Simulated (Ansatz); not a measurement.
# Al3Cu2: relaxation and set-up runs

The task: find the equilibrium structure of Al3Cu2, then run the references that a scan would need.

Program: Ansatz 0.2.0. Level of theory: DFT PBEsol, scalar-relativistic, plane waves, PAW. These are calculated values, not measurements.

**1. The starting structure**

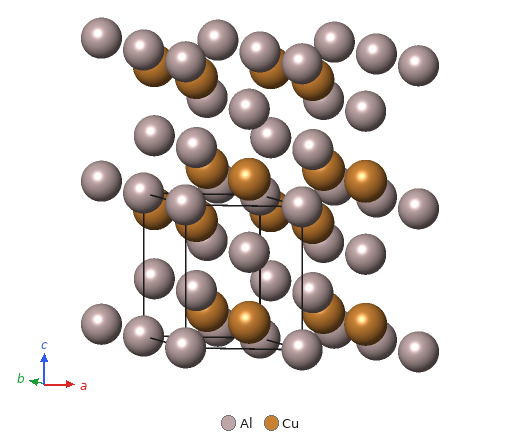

The starting structure, seen slightly off an axis (aluminium light grey, copper orange). 2×2×2 cells are drawn. Atoms on the faces are drawn again on the opposite ones.

Structure file:

```
Al Cu
1.0
     4.09195    0.00000    0.00000
    -2.04598    3.54373    0.00000
     0.00000    0.00000    4.99278
Al Cu
3 2
Direct
  0.00000 0.00000 0.00000
  0.33333 0.66667 0.34993
  0.66667 0.33333 0.65007
  0.33333 0.66667 0.83951
  0.66667 0.33333 0.16049
```

The structure comes from the Materials Project (structure only).

**2. Probe: one point at the start**

Input file input.yaml:

```yaml
crystal:
  lattice:
    - [4.0919516368, 0.0, 0.0]
    - [-2.0459758184, 3.5437340685, 0.0]
    - [0.0, 0.0, 4.9927787]
  atoms:
    - { symbol: Al, position: [0.0, 0.0, 0.0] }
    - { symbol: Al, position: [0.33333333, 0.66666667, 0.34992535] }
    - { symbol: Al, position: [0.66666667, 0.33333333, 0.65007465] }
    - { symbol: Cu, position: [0.33333333, 0.66666667, 0.83951213] }
    - { symbol: Cu, position: [0.66666667, 0.33333333, 0.16048787] }
basis:
  ecutwfc: 420
kpoints:
  mp_grid: { grid: [6, 6, 4] }
hamiltonian:
  xc: pbesol
  pseudopotentials: { kind: paw, azcp: { folder: soft_1 } }
scf:
  occupations: { method: gaussian, width: 0.1 }
output:
  forces: true
  stress: true
  eigenvalues: true
```

Command:

```
$ ansatz run input.yaml --threads 4 --pin off --max-ram 8192MiB --backend cpu --events-out ev --progress --plain --runs-dir out
```

Log, cut to the lines that bear on the results:

```text
Warning: <dir> the record states the generating functional pbe (its physics header spells it `PBE`), which answers neither for hamiltonian.xc's functional nor for the pbesol family's — results may be inconsistent (PPs are generated against a specific XC)
[...]
Warning: RAYON_NUM_THREADS=4 ignored (pool sized by the plan → 4); use --threads N
[...]
Pseudopotentials: kind: paw
Pseudopotential: Al, paw, valence charge 3, recommended cutoff 420 eV (normal), <dir>
Pseudopotential: Cu, paw, valence charge 19, recommended cutoff 420 eV (normal), <dir>
Functional definition: PBEsol
[...]
Crystal: 5 atoms, lattice volume = 72.399 Å³
Basis set: ecut = 420 eV, 1397 PW (Γ), exchange–correlation on 60×60×72 points (8 copies of the dense FFT grid, shifted against one another)
Bands: 29, of which v1, the nominal top of the filled ones, is band 24 counted from 1 (23 counted from 0)
Symmetry: 12 space group operations
Space group: P-3m1 (ITA 164), of the structure as read, at distance tolerance 4.2e-5 Å
k-points: 24 of 144
[...]
SCF iter   1: F=—  HF=-14758.626207 eV  |F-HF|=—  |Δ(HF+E_count)|=         —  Δρ=3.46e-1  dr2=6.00e1  ethr=3.10e-3  ⟨swp⟩=6.2  Hψ=2998  notcnv=0
[...]
SCF iter  10: F=-14752.031863 eV  HF=-14752.031863 eV  |F-HF|=6.67e-9  |Δ(HF+E_count)|=   1.75e-8  Δρ=4.33e-6  dr2=1.09e-8  ethr=2.13e-10  ⟨swp⟩=8.5  Hψ=2445  notcnv=0
[...]
SCF converged after 10 iterations
Free energy (F): -14752.031863 eV
[...]
E sigma→0 (E₀):  -14752.026250 eV
Entropy (-TS):   -0.011227 eV (-2.245 meV/atom)
Fermi energy:    11.086919 eV
[...]
--- Forces (eV/Å), atoms counted from 1 ---
  atom   1  Al     0.00000000     0.00000000     0.00000000
  atom   2  Al     0.00000000    -0.00000000    -0.01815272
  atom   3  Al     0.00000000     0.00000000     0.01815272
  atom   4  Cu     0.00000000    -0.00000000     0.07530556
  atom   5  Cu    -0.00000000     0.00000000    -0.07530556
[...]
--- Stress (GPa, compression-positive) ---
       -0.277121       0.000000      -0.000000
        0.000000      -0.277121      -0.000000
       -0.000000      -0.000000       0.988798
  P = ⅓ Tr σ = 0.1449 GPa (1.449 kbar)
--- Band table (eV; the first three rows and the last of 24) ---
[...]
```

Wall time 1.6 s (4 threads of Arm Neoverse V1, shared host); peak memory 0.38 GiB.

The probe gives pressure 0.1 GPa, largest force 0.08 eV/Å, gap on this mesh none (metal). By this gap the next run takes a mesh of 12×12×8.

**3. Full relaxation**

Edit input.yaml of step 2 so:

```diff
@@ -14,3 +14,3 @@
 kpoints:
-  mp_grid: { grid: [6, 6, 4] }
+  mp_grid: { grid: [12, 12, 8] }
 hamiltonian:
@@ -24 +24,10 @@
   eigenvalues: true
+  write_density: true
+  write_potential: true
+  elf: true
+  volumetric_format: npy
+relax:
+  adjacent_minimum: "off"
+  f_tol: 0.005
+  max_steps: 80
+  cell: { stress_tol: 0.05 }
```

Command:

```
$ ansatz run input.yaml --threads 4 --pin off --max-ram 8192MiB --backend cpu --events-out ev --progress --plain --runs-dir out
```

Log, cut to the lines that bear on the results:

```text
Warning: <dir> the record states the generating functional pbe (its physics header spells it `PBE`), which answers neither for hamiltonian.xc's functional nor for the pbesol family's — results may be inconsistent (PPs are generated against a specific XC)
[...]
Warning: RAYON_NUM_THREADS=4 ignored (pool sized by the plan → 4); use --threads N
[...]
[... 4 set-up lines as earlier in the session ...]
[...]
Crystal: 5 atoms, lattice volume = 72.399 Å³
Basis set: ecut = 420 eV, 1397 PW (Γ), exchange–correlation on 60×60×72 points (8 copies of the dense FFT grid, shifted against one another)
Bands: 29, of which v1, the nominal top of the filled ones, is band 24 counted from 1 (23 counted from 0)
[... 2 set-up lines as earlier in the session ...]
k-points: 131 of 1152
[...]
--- Stress (GPa, compression-positive) ---
       -0.021786      -0.000000       0.000000
       -0.000000      -0.021786      -0.000000
        0.000000      -0.000000      -0.043072
  P = ⅓ Tr σ = -0.0289 GPa (-0.289 kbar)
--- Band table (eV; the first three rows and the last of 131) ---
[...]
--- Relaxed structure (4 steps of the walk, 4 accepted, 1 SCFs on fresh bases) ---
  F+E_penalty+E_count = -14752.05486069 eV   max|allowed force component| = 2.757e-3 eV/Å   (the final SCF, on the basis selected at the relaxed cell)
  cell:  # Å, volume = 72.4786 Å³
    - [4.098625703062466, -1.7648038537576354e-33, -1.6074929370502745e-19]
    - [-2.049312851531233, 3.5495139794559503, 8.037464685251389e-20]
    - [-1.9613761864524377e-19, 1.0766592414618714e-33, 4.981985388355265]
  atoms:
    - { symbol: Al, position: [2.0437781182687672e-36, -9.05791229981388e-36, 6.948929965499203e-20] }
    - { symbol: Al, position: [0.3333333333333333, 0.6666666666666666, 0.3515368476093873] }
    - { symbol: Al, position: [0.6666666666666666, 0.3333333333333333, 0.648463152390613] }
    - { symbol: Cu, position: [0.3333333333333333, 0.6666666666666666, 0.8423425893859157] }
    - { symbol: Cu, position: [0.6666666666666666, 0.3333333333333333, 0.15765741061408445] }
```

Wall time 20 s (4 threads of Arm Neoverse V1, shared host); peak memory 0.54 GiB.

The steps of the relaxation:

```csv
step,energy from step 1 (eV/cell),largest force component (eV/Å),pressure (GPa),volume (Å³)
1,0.0000,0.0635,0.13,72.40
2,-0.0008,0.0456,0.04,72.45
3,-0.0014,0.0057,0.06,72.42
4,-0.0014,0.0027,-0.03,72.48
5,-0.0014,0.0028,-0.03,72.48
```

Step 1 is the start. Step 5 repeats the geometry before it on a plane-wave basis chosen anew for that cell, so its energy need not be comparable with the rows above.

|  | before | after | change |
| --- | --- | --- | --- |
| a (Å) | 4.092 | 4.099 | +0.2 % |
| b (Å) | 4.092 | 4.099 | +0.2 % |
| c (Å) | 4.993 | 4.982 | -0.2 % |
| volume (Å³/atom) | 14.48 | 14.50 | +0.1 % |
| shortest distance (Å) | 2.444 | 2.445 | 0.0 % |
| space group (0.01 Å) | P-3m1 | P-3m1 | same |

The run keeps the 12 symmetry operations of the start, so it could not have lowered the symmetry.

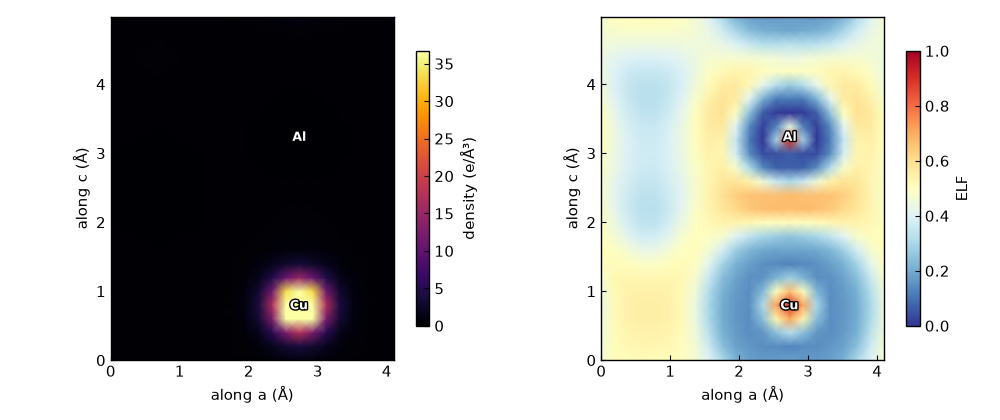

Density (left) and ELF (right) in a lattice plane of the grid's cell (edges 4.10 and 4.98 Å, at 0.333 of the third edge), which holds Al and Cu. Only atoms in the plane are labelled; the density scale stops at 36.72 e/Å³. Both are smooth fields of the valence electrons: close to the nuclei they are not physical.

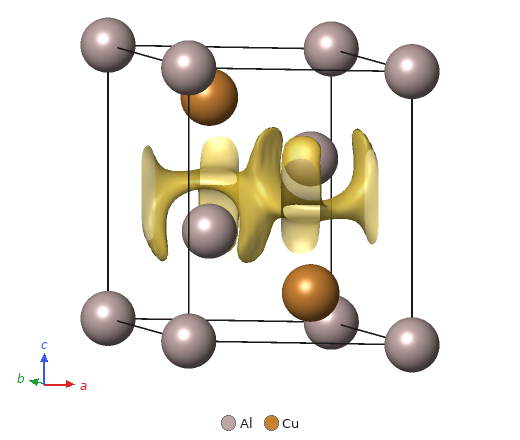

Surface of ELF = 0.63, drawn in one cell.

Outside the cores ELF peaks at 0.69 on the Al–Al line, 1.2 Å from Al; 0.67 on the Al–Cu line, 0.8 Å from Al.

**4. Li set at the widest place of the plane, host rigid**

Input file input.yaml:

```yaml
crystal:
  lattice:
    - [-4.0986257031, 0.0, 0.0]
    - [0.0, 0.0, -4.9819853884]
    - [0.0, -7.0990279589, 0.0]
  atoms:
    - { symbol: Al, position: [0.0, 1.0, 0.0] }
    - { symbol: Al, position: [0.5, 1.0, 0.5] }
    - { symbol: Al, position: [0.5, 0.6484631524, 0.1666666667] }
    - { symbol: Al, position: [0.0, 0.6484631524, 0.6666666667] }
    - { symbol: Al, position: [0.0, 0.3515368476, 0.3333333333] }
    - { symbol: Al, position: [0.5, 0.3515368476, 0.8333333333] }
    - { symbol: Cu, position: [0.5, 0.1576574106, 0.1666666667] }
    - { symbol: Cu, position: [0.0, 0.1576574106, 0.6666666667] }
    - { symbol: Cu, position: [0.0, 0.8423425894, 0.3333333333] }
    - { symbol: Cu, position: [0.5, 0.8423425894, 0.8333333333] }
    - { symbol: Li, position: [0.5, 0.4999279917, 0.5] }
basis:
  ecutwfc: 420
kpoints:
  mp_grid: { grid: [8, 6, 4] }
hamiltonian:
  xc: pbesol
  pseudopotentials: { kind: paw, azcp: { folder: soft_1 } }
scf:
  occupations: { method: gaussian, width: 0.15 }
output:
  forces: true
  stress: true
  eigenvalues: true
```

Command:

```
$ ansatz run input.yaml --threads 4 --pin off --max-ram 8192MiB --backend cpu --events-out ev --progress --plain --runs-dir out
```

Log, cut to the lines that bear on the results:

```text
Warning: <dir> the record states the generating functional pbe (its physics header spells it `PBE`), which answers neither for hamiltonian.xc's functional nor for the pbesol family's — results may be inconsistent (PPs are generated against a specific XC)
[...]
Warning: RAYON_NUM_THREADS=4 ignored (pool sized by the plan → 4); use --threads N
[...]
[... 3 set-up lines as earlier in the session ...]
Pseudopotential: Li, paw, valence charge 3, recommended cutoff 420 eV (normal), <dir>
[... 1 set-up line as earlier in the session ...]
[...]
Crystal: 11 atoms, lattice volume = 144.957 Å³
Basis set: ecut = 420 eV, 2803 PW (Γ), exchange–correlation on 60×72×96 points (8 copies of the dense FFT grid, shifted against one another)
Bands: 60, of which v1, the nominal top of the filled ones, is band 49 counted from 1 (48 counted from 0)
Symmetry: 2 space group operations
[...]
SCF iter  13: F=-29706.847940 eV  HF=-29706.847940 eV  |F-HF|=1.38e-8  |Δ(HF+E_count)|=   2.59e-9  Δρ=3.15e-6  dr2=1.56e-8  ethr=5.02e-11  ⟨swp⟩=3.0  Hψ=11296  notcnv=0
[...]
SCF converged after 13 iterations
Free energy (F): -29706.847940 eV
[...]
E sigma→0 (E₀):  -29706.831061 eV
Entropy (-TS):   -0.033758 eV (-3.069 meV/atom)
Fermi energy:    11.741208 eV
[...]
--- Forces (eV/Å), atoms counted from 1 ---
  atom   1  Al     0.00000000    -0.00004093     0.00006816
  atom   2  Al     0.00000000     0.00004490     0.00185666
  atom   3  Al     0.00000000     0.74905532    -0.24676220
  atom   4  Al     0.00000000    -0.72713668    -0.47071714
  atom   5  Al     0.00000000     0.72777222     0.47077426
  atom   6  Al     0.00000000    -0.74969536     0.24679299
  atom   7  Cu     0.00000000    -0.05872654    -0.22315842
  atom   8  Cu     0.00000000     0.06047421    -0.27353270
[...]
--- Stress (GPa, compression-positive) ---
        4.581807       0.000000       0.000000
        0.000000       4.662809      -0.131654
        0.000000      -0.131654       6.813046
  P = ⅓ Tr σ = 5.3526 GPa (53.526 kbar)
--- Band table (eV; the first three rows and the last of 70) ---
[...]
```

Run time: 28 s. Hardware: 4 threads of Arm Neoverse V1, shared host; peak memory 0.73 GiB.

**5. Results**

```
            quantity                                                                       value
        relaxed cell  a = 4.099 Å, b = 4.099 Å, c = 4.982 Å, α = 90.00°, β = 90.00°, γ = 120.00°
space group (0.01 Å)                                                             P-3m1 (No. 164)
              volume                                                               14.50 Å³/atom
     gap on the mesh                                                                none (metal)
```

**Reading.** The volume hardly moved (+0.1 %).
